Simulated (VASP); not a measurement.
# A VASP study of InPd (PBEsol): structure first, properties next, part 3 of 3

Aim: relax InPd, then compute properties on the relaxed cell. The start is a computed cell from the Materials Project.

VASP 6.6.1; PBEsol; plane waves and PAW (In_d, Pd).

Still holding for the runs below: This run has no spin polarisation. Its electron count is odd, so without a moment it is a metal by construction.

So far. Step 5 (Bands along the symmetry lines (PBEsol)): There is no gap at this level. Step 6 (Total and projected DOS (PBEsol)): The finer mesh and the other smearing move the Fermi level by +0.03 eV from the 6×6×6 run, a small shift, which tests the Fermi level alone. Of the states within 0.3 eV of the Fermi level, the largest shares in the PAW spheres are Pd d 41 %, In p 14 % and Pd p 10 %. The rest lies in smaller channels or between the spheres. The relaxed cell has a = 3.249 Å (conventional setting).

**7. Zone-centre phonons (PBEsol)**

Zone-centre modes test whether the atoms sit at a minimum within this cell. IBRION = 8 takes the force constants from linear response, which needs tightly converged orbitals.

File INCAR:

```
SYSTEM = InPd
PREC = Accurate
ENCUT = 400
EDIFF = 1E-08
NELM = 100
ISMEAR = 1
SIGMA = 0.2
LREAL = .FALSE.
ALGO = Normal
GGA = PS
NBANDS = 17
LASPH = .TRUE.
LORBIT = 11
LWAVE = .FALSE.
LCHARG = .FALSE.
KPAR = 2
IBRION = 8
ISIF = 2
```

File POSCAR:

```
InPd
1.0
    3.2486621846      0.0000000000      0.0000000000
    0.0000000000      3.2486621846      0.0000000000
    0.0000000000      0.0000000000      3.2486621846
In Pd
1 1
Direct
    0.0000000000      0.0000000000      0.0000000000
    0.5000000000      0.5000000000      0.5000000000
```

File KPOINTS:

```
Automatic mesh
0
Gamma
12 12 12
0 0 0
```

The projector-augmented-wave data sets are In_d and Pd (PBE family, release 64).

Started as:

```sh
> mpirun -np 2 vasp_std
```

Output:

```text
[... set-up lines as in an earlier step ...]
 entering main loop
       N       E                     dE             d eps       ncg     rms          rms(c)
DAV:   1     0.139911500678E+03    0.13991E+03   -0.96153E+03  2963   0.146E+03
DAV:   2    -0.366530286296E+01   -0.14358E+03   -0.13852E+03  2918   0.328E+02
DAV:   3    -0.101673068805E+02   -0.65020E+01   -0.64582E+01  3390   0.791E+01
DAV:   4    -0.102970177277E+02   -0.12971E+00   -0.12963E+00  3663   0.991E+00
DAV:   5    -0.103024195965E+02   -0.54019E-02   -0.54016E-02  3863   0.186E+00    0.715E+00
DAV:   6    -0.100561482910E+02    0.24627E+00   -0.72627E-01  3089   0.108E+01    0.315E+00
DAV:   7    -0.100118957045E+02    0.44253E-01   -0.84156E-02  3724   0.542E+00    0.170E+00
DAV:   9    -0.999932435594E+01    0.11326E-02   -0.20932E-03  3688   0.775E-01    0.769E-02
DAV:  10    -0.999930550465E+01    0.18851E-04   -0.42830E-05  4066   0.930E-02    0.231E-02
DAV:  11    -0.999930482919E+01    0.67545E-06   -0.33575E-06  3091   0.174E-02    0.544E-03
DAV:  12    -0.999930512272E+01   -0.29353E-06   -0.45749E-07  3723   0.640E-03    0.111E-03
DAV:  13    -0.999930511598E+01    0.67344E-08   -0.11802E-08  2173   0.119E-03
   1 F= -.99993051E+01 E0= -.99994831E+01  d E =0.533999E-03
 Linear response reoptimize wavefunctions to high precision
DAV:   1    -0.999930509080E+01    0.25186E-07   -0.35072E-09  2488   0.670E-04
DAV:   2    -0.999930509082E+01   -0.20464E-10   -0.27811E-10  1526   0.153E-04
 Linear response DOF=           2
 Linear response progress:
  Degree of freedom:   1/  2
       N       E                     dE             d eps       ncg     rms          rms(c)
RMM:   1    -0.228042649115E+00   -0.22804E+00   -0.17153E-03  8714   0.540E+00
RMM:   2    -0.231459705072E+00   -0.34171E-02   -0.15534E-02 10950   0.104E+00    0.646E-02
RMM:   3    -0.231476090738E+00   -0.16386E-04   -0.16573E-03 11637   0.318E-01    0.332E-02
RMM:   4    -0.231378604434E+00    0.97486E-04   -0.15324E-04 12401   0.111E-01    0.248E-02
RMM:   5    -0.231340874229E+00    0.37730E-04   -0.26488E-05 12733   0.403E-02    0.642E-03
RMM:   6    -0.231337490411E+00    0.33838E-05   -0.39725E-06 12462   0.163E-02    0.233E-03
RMM:   7    -0.231340320732E+00   -0.28303E-05   -0.87782E-07 12781   0.658E-03    0.974E-04
RMM:   8    -0.231342335520E+00   -0.20148E-05   -0.27682E-07 12417   0.312E-03    0.339E-04
RMM:   9    -0.231342399179E+00   -0.63659E-07    0.25107E-08 13098   0.138E-03    0.723E-05
RMM:  10    -0.231342008261E+00    0.39092E-06    0.75568E-08 12934   0.679E-04    0.576E-05
RMM:  11    -0.231341957584E+00    0.50677E-07    0.69705E-08 13503   0.378E-04    0.387E-05
RMM:  12    -0.231341956153E+00    0.14310E-08    0.43246E-08 13346   0.238E-04    0.155E-05
 first order change of Fermi-energy  -0.11986E-03
 force on displaced ion       1 direction 1 :  -4.231  -0.000   0.000
 Linear response progress:
  Degree of freedom:   2/  2
       N       E                     dE             d eps       ncg     rms          rms(c)
RMM:   1    -0.255699854773E+00   -0.25570E+00   -0.23910E-01 12352   0.287E+00
RMM:   2    -0.256229619337E+00   -0.52976E-03   -0.18167E-02 12316   0.818E-01    0.802E-02
RMM:   3    -0.256450670416E+00   -0.22105E-03   -0.14521E-03 12229   0.222E-01    0.474E-02
RMM:   4    -0.256739224270E+00   -0.28855E-03   -0.24521E-04 12301   0.108E-01    0.154E-02
RMM:   5    -0.256786407364E+00   -0.47183E-04   -0.21699E-05 13274   0.360E-02    0.903E-03
RMM:   6    -0.256774223331E+00    0.12184E-04   -0.20153E-06 12124   0.968E-03    0.193E-03
RMM:   7    -0.256767902371E+00    0.63210E-05   -0.37219E-07 13002   0.384E-03    0.148E-03
RMM:   8    -0.256765169892E+00    0.27325E-05   -0.10045E-07 12573   0.139E-03    0.847E-04
RMM:   9    -0.256763854495E+00    0.13154E-05   -0.75617E-08 13644   0.622E-04    0.304E-04
RMM:  10    -0.256764268034E+00   -0.41354E-06   -0.57102E-08 12381   0.399E-04    0.136E-04
RMM:  11    -0.256764252300E+00    0.15735E-07   -0.82541E-08 13942   0.264E-04    0.277E-05
RMM:  12    -0.256764464677E+00   -0.21238E-06   -0.51641E-08 12913   0.204E-04    0.495E-05
RMM:  13    -0.256764561270E+00   -0.96593E-07   -0.69280E-08 13651   0.186E-04    0.171E-05
RMM:  14    -0.256764536486E+00    0.24783E-07   -0.49263E-08 12304   0.175E-04    0.427E-06
RMM:  15    -0.256764528920E+00    0.75668E-08   -0.60772E-08 11125   0.169E-04    0.107E-06
 first order change of Fermi-energy   0.10149E-02
 force on displaced ion       2 direction 1 :  -4.259  -0.000   0.000
 Linear response finished
```

It took 1.8 min on 2 MPI ranks of Intel Xeon Platinum 8259CL at 2.50GHz (Skylake/Cascade Lake), shared host; peak memory 0.62 GiB.

Parts of OUTCAR (step 7):

```text
   k-points           NKPTS =     84   k-points in BZ     NKDIM =     84   number of bands    NBANDS=     17

   NELECT =      23.0000    total number of electrons

  Total       -0.0563674     -0.0563674     -0.0563674      0.0000000     -0.0000000      0.0000000
  in kB       -2.6340570     -2.6340570     -2.6340570      0.0000000     -0.0000000      0.0000000
  external PRESSURE =      -2.6340570 kB  Pullay stress =       0.0000000 kB

 Eigenvectors and eigenvalues of the dynamical matrix
 ----------------------------------------------------

   1 f  =    4.334561 THz    27.234849 2PiTHz  144.585386 cm-1    17.926295 meV
             X         Y         Z           dx          dy          dz
      0.000000  0.000000  0.000000     0.692367   -0.000000   -0.000000
      1.624331  1.624331  1.624331    -0.721545    0.000000    0.000000

   2 f  =    4.334561 THz    27.234849 2PiTHz  144.585386 cm-1    17.926295 meV
             X         Y         Z           dx          dy          dz
      0.000000  0.000000  0.000000    -0.000000    0.692367   -0.000000
      1.624331  1.624331  1.624331    -0.000000   -0.721545    0.000000

   3 f  =    4.334561 THz    27.234849 2PiTHz  144.585386 cm-1    17.926295 meV
             X         Y         Z           dx          dy          dz
      0.000000  0.000000  0.000000    -0.000000   -0.000000   -0.692367
      1.624331  1.624331  1.624331     0.000000    0.000000    0.721545

   4 f/i=    0.007130 THz     0.044798 2PiTHz    0.237825 cm-1     0.029487 meV
             X         Y         Z           dx          dy          dz
      0.000000  0.000000  0.000000     0.000000   -0.721545    0.000000
      1.624331  1.624331  1.624331     0.000000   -0.692367    0.000000

   5 f/i=    0.007130 THz     0.044798 2PiTHz    0.237825 cm-1     0.029487 meV
             X         Y         Z           dx          dy          dz
      0.000000  0.000000  0.000000    -0.000000   -0.000000   -0.721545
      1.624331  1.624331  1.624331     0.000000    0.000000   -0.692367

   6 f/i=    0.007130 THz     0.044798 2PiTHz    0.237825 cm-1     0.029487 meV
             X         Y         Z           dx          dy          dz
      0.000000  0.000000  0.000000    -0.721545   -0.000000    0.000000
      1.624331  1.624331  1.624331    -0.692367   -0.000000    0.000000

 ELASTIC MODULI CONTR FROM IONIC RELAXATION (kBar)
 Direction    XX          YY          ZZ          XY          YZ          ZX
 --------------------------------------------------------------------------------
 XX           0.0000      0.0000      0.0000      0.0000      0.0000      0.0000
 YY           0.0000      0.0000      0.0000      0.0000      0.0000      0.0000
 ZZ           0.0000      0.0000      0.0000      0.0000      0.0000      0.0000
 XY           0.0000      0.0000      0.0000      0.0000      0.0000      0.0000
 YZ           0.0000      0.0000      0.0000      0.0000      0.0000      0.0000
 ZX           0.0000      0.0000      0.0000      0.0000      0.0000      0.0000
 --------------------------------------------------------------------------------

[... 7 parts as in an earlier step ...]

[... 4 further parts left out ...]
```

Energies printed during the response cycles are not total energies of the cell.

This step gave:

* bands: 17
* irreducible k-points: 84
* pressure of the cell: -0.2634 GPa
* largest force of the cell: 0 eV/Å
* Fermi energy: 10.67 eV

Modes at Γ, with each element's share of the kinetic energy:

```tsv
mode	frequency (cm⁻¹)	symmetry	In %	Pd %
1	-0.2	acoustic	52	48
2	-0.2	acoustic	52	48
3	-0.2	acoustic	52	48
4	144.6	T1u	48	52
5	144.6	T1u	48	52
6	144.6	T1u	48	52
```

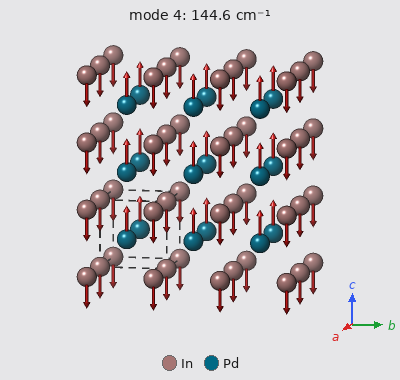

Displacement patterns of mode 4 at Γ; arrows are exaggerated. 2×3×3 cells are drawn. Some periodic images of atoms are drawn too.

The three acoustic modes lie within 0.2 cm⁻¹ of zero, and all others are real. By the characters of their eigenvectors the optical modes sort into (cm⁻¹) infrared active: T1u 145.

**8. Field gradients at the nuclei (PBEsol)**

Field gradients probe how far the charge around each nucleus departs from cubic symmetry; LASPH keeps the non-spherical terms inside the spheres.

Edit INCAR of step 7 so:

```diff
@@ -3,3 +3,3 @@
 ENCUT = 400
-EDIFF = 1E-08
+EDIFF = 1E-07
 NELM = 100
@@ -16,3 +16,2 @@
 KPAR = 2
-IBRION = 8
-ISIF = 2
+LEFG = .TRUE.
```

POSCAR is that of step 7.

File KPOINTS:

```
Automatic mesh
0
Gamma
6 6 6
0 0 0
```

Started as:

```sh
> mpirun -np 2 vasp_std
```

Output:

```text
[... set-up lines as in an earlier step ...]
 entering main loop
       N       E                     dE             d eps       ncg     rms          rms(c)
[... 10 cycles as in an earlier step ...]
DAV:  11    -0.997014332518E+01    0.61678E-06   -0.36403E-06   748   0.180E-02    0.599E-03
DAV:  12    -0.997014355966E+01   -0.23448E-06   -0.44134E-07   825   0.622E-03    0.125E-03
DAV:  13    -0.997014355205E+01    0.76116E-08   -0.13022E-08   404   0.125E-03
ion   1
     0.0000000     0.0000000     0.0000000     0.0000000     0.0000000     0.0000000
     0.0000565     0.0000000     0.0000000     0.0000000     0.0000000     0.0000000
     0.0000778     0.0000000     0.0000000     0.0000000     0.0000000     0.0000000
     0.0001071     0.0000000     0.0000000     0.0000000     0.0000000     0.0000000
     0.0001475     0.0000000     0.0000000     0.0000000     0.0000000     0.0000000

     0.0000000     0.0000000    -0.0000000     0.0000000     0.0000000     0.0000000
     0.0000565     0.0000000    -0.0000000     0.0000000     0.0000000     0.0000000
     0.0000778     0.0000000    -0.0000000     0.0000000     0.0000000     0.0000000
     0.0001071     0.0000000    -0.0000000     0.0000000     0.0000000     0.0000000
     0.0001475     0.0000000    -0.0000000     0.0000000     0.0000000     0.0000000

ion   2
     0.0000000     0.0000000     0.0000000    -0.0000000    -0.0000000     0.0000000
     0.0000551     0.0000000     0.0000000    -0.0000000    -0.0000000     0.0000000
     0.0000758     0.0000000     0.0000000    -0.0000000    -0.0000000     0.0000000
     0.0001045     0.0000000     0.0000000    -0.0000000    -0.0000000     0.0000000
     0.0001438     0.0000000     0.0000000    -0.0000000    -0.0000000     0.0000000

     0.0000000     0.0000000     0.0000000    -0.0000000    -0.0000000     0.0000000
     0.0000551     0.0000000     0.0000000    -0.0000000    -0.0000000     0.0000000
     0.0000758     0.0000000     0.0000000    -0.0000000    -0.0000000     0.0000000
     0.0001045     0.0000000     0.0000000    -0.0000000    -0.0000000     0.0000000
     0.0001438     0.0000000     0.0000000    -0.0000000    -0.0000000     0.0000000

   1 F= -.99701436E+01 E0= -.99713374E+01  d E =0.358149E-02
```

Wall time 5.2 s (2 MPI ranks); peak memory 0.26 GiB.

From OUTCAR (step 8):

```text
   NELECT =      23.0000    total number of electrons

 E-fermi :  10.6677

 k-point     1 :       0.0000    0.0000    0.0000
  band No.  band energies     occupation
    ...
      7       6.7064      2.00000
      8       6.7064      2.00000
      9       8.3041      2.00000
     10       8.3041      2.00000
     11       8.3041      2.00000
     12      14.8593      0.00000
     13      14.8593      0.00000
     14      14.8593      0.00000
     15      20.2978      0.00000
     16      21.3888      0.00000
    ...

  Total       -0.0097259     -0.0097259     -0.0097259     -0.0000000      0.0000000     -0.0000000
  in kB       -0.4544946     -0.4544946     -0.4544946     -0.0000000      0.0000000     -0.0000000
  external PRESSURE =      -0.4544946 kB  Pullay stress =       0.0000000 kB

  FREE ENERGIE OF THE ION-ELECTRON SYSTEM (eV)
  ---------------------------------------------------
  free  energy   TOTEN  =        -9.9701435520 eV

  energy  without entropy=       -9.9737250459  energy(sigma->0) =       -9.97133738

 Electric field gradients after diagonalization (V/A^2)
 (convention: |V_zz| > |V_xx| > |V_yy|)
----------------------------------------------------------------------
 ion       V_xx      V_yy      V_zz     asymmetry (V_yy - V_xx)/ V_zz
----------------------------------------------------------------------
   1      -0.000    -0.000    -0.000      -0.080
   2      -0.000    -0.000    -0.000      -0.085
----------------------------------------------------------------------

[... 10 parts as in an earlier step ...]

[... 8 further parts left out ...]
```

Numbers from this step:

```yaml
scf_cycles: 13
irreducible_k_points: 20
free_energy_toten: -9.970 eV
pressure: -0.04545 GPa
```

Electric field gradients, by row:

```tsv
atom	Vxx (V/Å²)	Vyy (V/Å²)	Vzz (V/Å²)	asymmetry
In1	0	0	0	-
Pd2	0	0	0	-
```

All gradients vanish within the noise.

The run ends at a pressure of -0.05 GPa.

**9. Results**

```
relaxed volume                            : 17.14 Å³/atom
relaxed conventional cell a, b, c         : 3.249, 3.249, 3.249 Å
space group after relaxing, within 0.02 Å : Pm-3m (No. 221)
band gap                                  : none, a metal
DOS at the Fermi level                    : 0.776 states/eV/cell
highest zone-centre mode                  : 145 cm⁻¹
largest field gradient Vzz                : zero within the noise on all sites
```

With PBEsol, InPd relaxes to 17.14 Å³/atom in space group Pm-3m (held by the symmetry of the run) and comes out as a metal. Bands along the symmetry lines (PBEsol): Of the bands kept, 2 cross the Fermi level on this path. Zone-centre phonons (PBEsol): The highest mode in this list at Γ, 144.6 cm⁻¹, has its largest share on Pd (52 % of the kinetic energy). Spin-orbit coupling is left out, and with elements this heavy it would split and shift bands near the Fermi level. The k-sampling is coarse for a metal, so the Fermi level, pressures and the shape of the cell carry errors. With an odd electron count and no spin the cell is a metal by construction. Modes at Γ alone can't show that the crystal is stable at other wave vectors. No search among competing phases was made, and a listed structure need not be the one stable at ambient conditions. All values are for a static lattice at zero temperature.

[Lines on the potential files, build, host, timing and source positions are cut from VASP's logs without a mark.]

[Logs are printed without paths, hosts, clocks, repeated set-up lines and the standing remarks that a program may print on its own settings, such as how far it seeks lower states.]

[Hosts, paths, dates, database ids (printed as entryN), source tags and the programs' standing remarks are cut or masked in the printed files.]

[A measured line is paired with the nearest computed mode of its activity, which favours agreement.]
